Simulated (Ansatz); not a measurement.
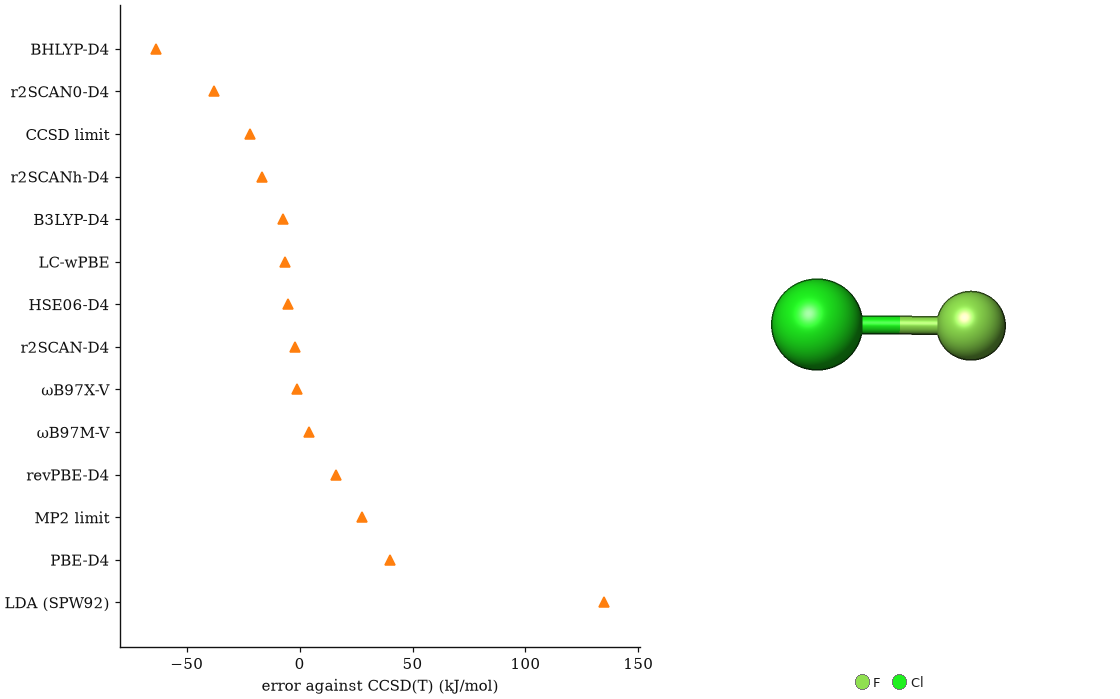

Error in the electronic atomisation energy (method less reference, so positive means overbinding) of ClF: functionals in def2-TZVPP against frozen-core CCSD(T) at the limit (scheme: direct), which gives 260.1 kJ/mol, at a PBE0-D4/def2-TZVP geometry (a minimum by its frequencies), no zero-point or spin-orbit term, the Ansatz code 0.2.0. The reference leaves out core correlation, a term that grows with the number of heavy atoms. No dispersion term is added to LC-wPBE. Limit means the basis limit.

Question: What range do the values span?

Answer: From −63.6 kJ/mol (BHLYP-D4) to 134.8 kJ/mol (LDA (SPW92)).

Question: Which of these levels overbind, and which underbind?

Answer: Overbind: revPBE-D4, MP2 limit, PBE-D4 and LDA (SPW92). Underbind: BHLYP-D4, r2SCAN0-D4, CCSD limit and r2SCANh-D4. Within 10 kJ/mol of zero, too close to call in view of what the reference leaves out: B3LYP-D4, LC-wPBE, HSE06-D4, r2SCAN-D4, ωB97X-V and ωB97M-V.
